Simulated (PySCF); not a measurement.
# r2SCAN/STO-6G run of GeSe (SMILES [Ge-]#[Se+])

What is the vertical ionisation energy of GeSe at r2SCAN/STO-6G? The job is set up through a Python script.

The results are computed with PySCF 2.14.0.

19 further runs of the same task are left out: 11 that didn't finish, 8 set aside as unsound or not needed.

## Step 1: The molecule

The species is GeSe (2 atoms), meant as a singlet with charge 0. SMILES: `[Ge-]#[Se+]`. Geometry: the measured bond length.

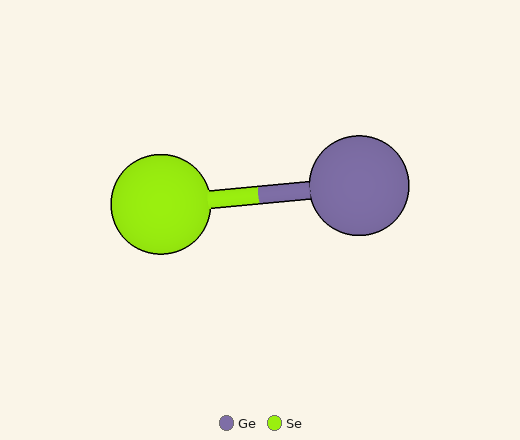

The structure, seen from a chosen angle (germanium purple, selenium green).

## Step 2: A single-point energy at r2SCAN/STO-6G

The input, calc.py:

```python
from pyscf import gto, dft

mol = gto.Mole()
mol.atom = '''
Ge     0.000000     0.000000     0.000000
Se     0.000000     0.000000     4.033864
'''
mol.verbose = 3
mol.max_memory = 1860
mol.spin = 0
mol.unit = 'bohr'
mol.basis = 'sto-6g'
mol.charge = 0
mol.build()

mf = dft.RKS(mol, xc='r2scan')
mf.grids.level = 5
mf.conv_tol = 1e-10
mf.kernel()
if not mf.converged:
    mf = mf.newton().run(mf.mo_coeff, mf.mo_occ)

energy = mf.e_tot
print('Final energy', energy)
```

Run with:

```
OMP_NUM_THREADS=1 python calc.py
```

The program printed:

```text
converged SCF energy = -4454.87357431433
Final energy -4454.873574314329
```

It took 6.6 s on 1 thread of Arm Neoverse V1, shared host; peak memory 0.24 GiB.

## Step 3: The doublet cation

The input, calc.py:

```python
from pyscf import gto, dft

mol = gto.M(
    atom='''
Ge     0.000000     0.000000     0.000000
Se     0.000000     0.000000     2.134629
''',
    charge=1,
    basis='sto-6g',
    verbose=4,
    max_memory=1860,
    spin=1,
)

ks = dft.UKS(mol, xc='r2scan')
ks.grids.level = 5
ks.conv_tol = 1e-10
ks.kernel()
if not ks.converged:
    ks = ks.newton().run(ks.mo_coeff, ks.mo_occ)

e_tot = ks.e_tot
print('E = %.10f Eh' % e_tot)
```

Run with:

```
OMP_NUM_THREADS=1 python calc.py
```

The program printed:

```text
PySCF version 2.14.0

[INPUT] num. atoms = 2
[INPUT] num. electrons = 65
[INPUT] charge = 1
[INPUT] spin (= nelec alpha-beta = 2S) = 1
[INPUT] symmetry False subgroup None
[INPUT] Mole.unit = angstrom
[INPUT] Symbol           X                Y                Z      unit          X                Y                Z       unit  Magmom
[INPUT]  1 Ge     0.000000000000   0.000000000000   0.000000000000 AA    0.000000000000   0.000000000000   0.000000000000 Bohr   0.0
[INPUT]  2 Se     0.000000000000   0.000000000000   2.134629000000 AA    0.000000000000   0.000000000000   4.033864187554 Bohr   0.0

nuclear repulsion = 269.716566898023
number of shells = 16
number of NR pGTOs = 216
number of NR cGTOs = 36
basis = sto-6g
ecp = {}

******** <class 'pyscf.dft.uks.UKS'> ********
method = UKS
initial guess = minao
damping factor = 0
level_shift factor = 0
DIIS = <class 'pyscf.scf.diis.CDIIS'>
diis_start_cycle = 1
diis_space = 8
diis_damp = 0
SCF conv_tol = 1e-10
SCF conv_tol_grad = None
SCF max_cycles = 50
direct_scf = True
direct_scf_tol = 1e-13
number electrons alpha = 33  beta = 32
XC library pyscf.dft.libxc version 7.0.0
    S. Lehtola, C. Steigemann, M. J.T. Oliveira, and M. A.L. Marques.,  SoftwareX 7, 1–5 (2018)
XC functionals = r2scan
    J. W. Furness, A. D. Kaplan, J. Ning, J. P. Perdew, and J. Sun.,  J. Phys. Chem. Lett. 11, 8208-8215 (2020)
    J. W. Furness, A. D. Kaplan, J. Ning, J. P. Perdew, and J. Sun.,  J. Phys. Chem. Lett. 11, 9248-9248 (2020)
    J. W. Furness, A. D. Kaplan, J. Ning, J. P. Perdew, and J. Sun.,  J. Phys. Chem. Lett. 11, 8208-8215 (2020)
    J. W. Furness, A. D. Kaplan, J. Ning, J. P. Perdew, and J. Sun.,  J. Phys. Chem. Lett. 11, 9248-9248 (2020)
radial grids:
    Treutler-Ahlrichs [JCP 102, 346 (1995); DOI:10.1063/1.469408] (M4) radial grids

becke partition: Becke, JCP 88, 2547 (1988); DOI:10.1063/1.454033
pruning grids: <function nwchem_prune>
grids dens level: 5
symmetrized grids: False
atomic radii adjust function: <function treutler_atomic_radii_adjust>
small_rho_cutoff = 0
Set gradient conv threshold to 1e-05
tot grids = 89472
init E= -4450.58627507146
[... the frontier-level lines of each cycle are left out ...]


cycle= 1 E= -4454.4074102694  delta_E= -3.82  |g|= 0.383  |ddm|= 1.58
cycle= 2 E= -4452.0906754247  delta_E= 2.32  |g|= 1.25  |ddm|= 3.08
cycle= 3 E= -4454.23994598639  delta_E= -2.15  |g|= 0.631  |ddm|= 2.82
cycle= 4 E= -4454.57607862459  delta_E= -0.336  |g|= 0.153  |ddm|= 1.12
cycle= 5 E= -4454.57700801736  delta_E= -0.000929  |g|= 0.166  |ddm|= 0.258
cycle= 6 E= -4454.57854740632  delta_E= -0.00154  |g|= 0.16  |ddm|= 0.0135
cycle= 7 E= -4454.59731103552  delta_E= -0.0188  |g|= 0.0547  |ddm|= 0.182
cycle= 8 E= -4454.59983264324  delta_E= -0.00252  |g|= 0.00752  |ddm|= 0.0774
cycle= 9 E= -4454.59988507714  delta_E= -5.24e-05  |g|= 0.00134  |ddm|= 0.0129
cycle= 10 E= -4454.59988694436  delta_E= -1.87e-06  |g|= 0.000309  |ddm|= 0.00372
cycle= 11 E= -4454.59988717127  delta_E= -2.27e-07  |g|= 7.59e-05  |ddm|= 0.00194
cycle= 12 E= -4454.59988721532  delta_E= -4.4e-08  |g|= 1.56e-05  |ddm|= 0.00145
cycle= 13 E= -4454.59988721561  delta_E= -2.97e-10  |g|= 8.55e-07  |ddm|= 5.36e-05
cycle= 14 E= -4454.59988721562  delta_E= -6.37e-12  |g|= 3.57e-07  |ddm|= 9.83e-06
Extra cycle  E= -4454.59988721562  delta_E= -2.73e-12  |g|= 5.19e-07  |ddm|= 3.19e-06
converged SCF energy = -4454.59988721562  <S^2> = 0.76448952  2S+1 = 2.0144374
E = -4454.5998872156 Eh
```

It took 13 s on 1 thread of Arm Neoverse V1, shared host; peak memory 0.24 GiB.

## Step 4: Outcome

Level: r2SCAN/STO-6G.

```
                                          quantity           value
                        singlet GeSe: total energy  -4454.87357 Eh
                       singlet GeSe: dipole moment          1.30 D
                         singlet GeSe: HOMO energy        -1.83 eV
                         singlet GeSe: LUMO energy        -0.01 eV
                       singlet GeSe: HOMO–LUMO gap         1.82 eV
                      doublet cation: total energy  -4454.59989 Eh
doublet cation: HOMO energy (highest over α and β)       -12.24 eV
 doublet cation: LUMO energy (lowest over α and β)       -11.47 eV
                              doublet cation: ⟨S²⟩           0.764
vertical ionisation energy (to the doublet cation)        7.447 eV
```

What this shows: The vertical ionisation energy comes to 7.45 eV (719 kJ/mol). The negative HOMO energy of the first species, 1.83 eV, lies 5.61 eV below that difference. In a minimal basis such a difference can be off by several eV, whatever the method.
